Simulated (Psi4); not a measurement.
# GeF2 (SMILES [F][Ge][F]): B3LYP/6-31G(d) (Cartesian functions)

What is the energy change on altering one bond length of GeF2 at B3LYP/6-31G* (Cartesian functions)? 

The calculation is run with Psi4 1.11.

1 further run of the same task is left out (set aside as unsound or not needed).

## 1. Starting point

GeF2: 3 atoms, total charge 0, spin state singlet. SMILES: `[F][Ge][F]`. Geometry: relaxed at PBE0-D4/def2-TZVP.

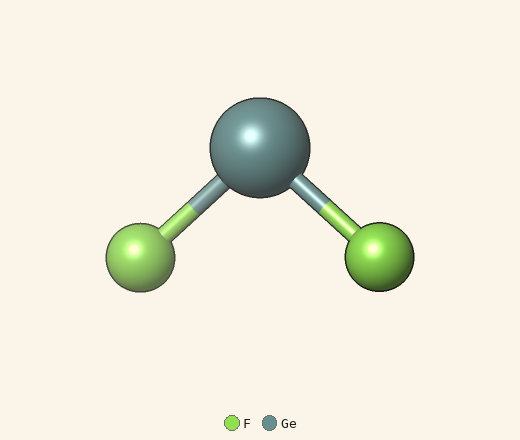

The structure, seen from a chosen angle (fluorine green, germanium teal).

## 2. A single-point energy at B3LYP/6-31G(d) (Cartesian functions)

The input, input.dat:

```
memory 1600 mb

molecule system {
  F     -0.675900    -1.101800    -0.497500
  Ge     0.637500    -0.295200     0.320200
  F      0.027600     1.332100     0.164100
  symmetry c1
}

set basis 6-31G*
set puream false
set e_convergence 1e-09
set d_convergence 1e-08
set scf_type pk
set dft_radial_points 99
set dft_spherical_points 590

energy_value, wavefunction = energy("b3lyp", return_wfn=True)
oeprop(wavefunction, "QUADRUPOLE", "MAYER_INDICES", "WIBERG_LOWDIN_INDICES")
```

Launch:

```console
$ psi4 -i input.dat -o output.dat -n 1
```

output.dat, shortened:

```text
[...]
  Running in c1 symmetry.
[...]
  Nuclear repulsion =  191.062717603408373
[...]
  Multiplicity = 1
[...]
  Nalpha       = 25
  Nbeta        = 25
[...]
    Number of basis functions: 65
[...]
   @RKS iter   1: -2275.21203651884844   -2.44252e+00   4.40438e-02 ADIIS/DIIS
[...]
   @RKS iter  11: -2276.52331523255680   -5.00222e-12   1.59569e-09 DIIS
[...]
    Orbital Energies [Eh]
    ---------------------
    Doubly Occupied:
       1A   -398.803662     2A    -49.857456     3A    -44.383627
       4A    -44.381609     5A    -44.380846     6A    -24.675753
       7A    -24.675739     8A     -6.283935     9A     -4.458089
      10A     -4.453247    11A     -4.449824    12A     -1.270716
      13A     -1.266695    14A     -1.258616    15A     -1.255680
      16A     -1.251717    17A     -1.149991    18A     -1.121549
      19A     -0.546269    20A     -0.445739    21A     -0.418101
      22A     -0.417827    23A     -0.390995    24A     -0.380126
      25A     -0.312283
[...]
  @RKS Final Energy: -2276.52331523255680
   => Energetics <=
    Nuclear Repulsion Energy =            191.0627176034083732
    One-Electron Energy =               -3553.7709017211809623
    Two-Electron Energy =                1166.7208077831548962
    DFT Exchange-Correlation Energy =     -80.5359388979390900
    Empirical Dispersion Energy =           0.0000000000000000
    VV10 Nonlocal Energy =                  0.0000000000000000
    Total Energy =                      -2276.5233152325567971
[...]
 Multipole Moments:
 ------------------------------------------------------------------------------------
     Multipole            Electronic (a.u.)      Nuclear  (a.u.)        Total (a.u.)
 ------------------------------------------------------------------------------------
 L = 1.  Multiply by 2.5417464519 to convert [e a0] to [Debye]
 Dipole X            :          2.8788132           -2.0857990            0.7930142
 Dipole Y            :         -1.1020179            0.7983941           -0.3036238
 Dipole Z            :         -0.0000000            0.0000000           -0.0000000
 Magnitude           :                                                    0.8491518
 L = 2.  Multiply by 1.3450342976 to convert [e a0^2] to [Debye ang]
 Quadrupole XX       :        -82.4404431           61.8957661          -20.5446770
 Quadrupole XY       :        -18.9977496           18.4794557           -0.5182939
[...]
```

It took 3.9 s on 1 thread of Intel Xeon 6975P-C (Granite Rapids), shared host; peak memory 0.51 GiB.

## 3. The distorted shape: energy and forces at B3LYP/6-31G(d) (Cartesian functions)

The input, input.json:

```json
{
 "schema_name": "qcschema_input",
 "schema_version": 1,
 "molecule": {
  "schema_name": "qcschema_molecule",
  "schema_version": 2,
  "symbols": ["F", "Ge", "F"],
  "geometry": [-1.64956461, -2.31074199, -1.17192688, 1.2047004, -0.55784715, 0.60509031, 0.05215644, 2.51730417, 0.31010406],
  "molecular_charge": 0,
  "molecular_multiplicity": 1,
  "fix_symmetry": "c1",
  "fix_com": true,
  "fix_orientation": true
 },
 "driver": "gradient",
 "model": {
  "method": "b3lyp",
  "basis": "6-31G*"
 },
 "keywords": {
  "reference": "rks",
  "puream": false,
  "e_convergence": 1e-09,
  "d_convergence": 1e-08,
  "scf_type": "pk",
  "dft_radial_points": 99,
  "dft_spherical_points": 590
 }
}
```

Launch:

```console
$ psi4 --qcschema input.json -n 1 --memory 1600MB
```

stdout, shortened:

```text
[...]
  Running in c1 symmetry.
[...]
  Nuclear repulsion =  178.498649809731148
[...]
  Multiplicity = 1
[...]
  Nalpha       = 25
  Nbeta        = 25
[...]
    Number of basis functions: 65
[...]
   @RKS iter   1: -2275.20625867277613   -2.66353e+00   4.38378e-02 DIIS/ADIIS
[...]
   @RKS iter  12: -2276.50306447141656    0.00000e+00   6.87341e-10 DIIS
[...]
  @RKS Final Energy: -2276.50306447141656
   => Energetics <=
    Nuclear Repulsion Energy =            178.4986498097311483
    One-Electron Energy =               -3528.5468086066180149
    Two-Electron Energy =                1154.0346845588046563
    DFT Exchange-Correlation Energy =     -80.4895902333341979
    Empirical Dispersion Energy =           0.0000000000000000
    VV10 Nonlocal Energy =                  0.0000000000000000
    Total Energy =                      -2276.5030644714165646
[...]
 Multipole Moments:
 ------------------------------------------------------------------------------------
     Multipole            Electronic (a.u.)      Nuclear  (a.u.)        Total (a.u.)
 ------------------------------------------------------------------------------------
 L = 1.  Multiply by 2.5417464519 to convert [e a0] to [Debye]
 Dipole X            :        -23.0817613           24.1737393            1.0919780
 Dipole Y            :         15.9416229          -15.9920492           -0.0504263
 Dipole Z            :        -11.0071803           11.6064845            0.5993043
 Magnitude           :                                                    1.2466452
[...]
  -Total Gradient:
     Atom            X                  Y                   Z
    ------   -----------------  -----------------  -----------------
       1       -0.052469240322    -0.031292616542    -0.032562533256
       2        0.053122070682     0.032009184664     0.033004232833
       3       -0.000642933292    -0.000579002117    -0.000420850206
[...]
```

The result, in JSON:

```text
{
 "driver": "gradient",
 "model": {
  "method": "b3lyp",
  "basis": "6-31G*"
 },
 "success": true,
 "return_result": [-0.0524692403218316, -0.031292616541569465, -0.032562533256078316, 0.05312207068151718, 0.03200918466443402, 0.033004232833423235, -0.000642933292230273, -0.0005790021169489457, -0.0004208502060336558],
 "properties": {
  "calcinfo_nbasis": 65,
  "calcinfo_nmo": 65,
  "calcinfo_nalpha": 25,
  "calcinfo_nbeta": 25,
  "calcinfo_natom": 3,
  "nuclear_repulsion_energy": 178.49864980973115,
  "return_energy": -2276.5030644714166,
  "return_gradient": [-0.0524692403218316, -0.031292616541569465, -0.032562533256078316, 0.05312207068151718, 0.03200918466443402, 0.033004232833423235, -0.000642933292230273, -0.0005790021169489457, -0.0004208502060336558],
  "scf_one_electron_energy": -3528.546808606618,
  "scf_two_electron_energy": 1154.0346845588047,
  "scf_xc_energy": -80.4895902333342,
  "scf_dipole_moment": [1.0919779870991881, -0.05042626347004742, 0.5993042800602417],
  "scf_total_energy": -2276.5030644714166,
  "scf_total_gradient": [-0.0524692403218316, -0.031292616541569465, -0.032562533256078316, 0.05312207068151718, 0.03200918466443402, 0.033004232833423235, -0.000642933292230273, -0.0005790021169489457, -0.0004208502060336558],
  "scf_iterations": 12
 }
}
```

It took 5.7 s on 1 thread of Intel Xeon 6975P-C (Granite Rapids), shared host; peak memory 0.5 GiB.

## 4. What came out

Level: B3LYP/6-31G* (Cartesian functions).

```
                                                          quantity           value
                                         first shape: total energy  -2276.52332 Eh
                                        first shape: dipole moment          2.16 D
                                          first shape: HOMO energy        -8.50 eV
                                          first shape: LUMO energy        -2.58 eV
                                        first shape: HOMO–LUMO gap         5.91 eV
                                     distorted shape: total energy  -2276.50306 Eh
                                    distorted shape: dipole moment          3.17 D
                                      distorted shape: HOMO energy        -8.63 eV
                                      distorted shape: LUMO energy        -3.07 eV
                                    distorted shape: HOMO–LUMO gap         5.57 eV
                         distorted shape: largest force on an atom      3.613 eV/Å
energy change with the F1–Ge2 bond stretched from 1.745 to 2.007 Å        0.551 eV
```

What this shows: With the F1–Ge2 bond stretched from 1.745 to 2.007 Å the energy rises by 0.55 eV (12.7 kcal/mol). The first shape isn't relaxed at this level, so the change isn't measured from a minimum.
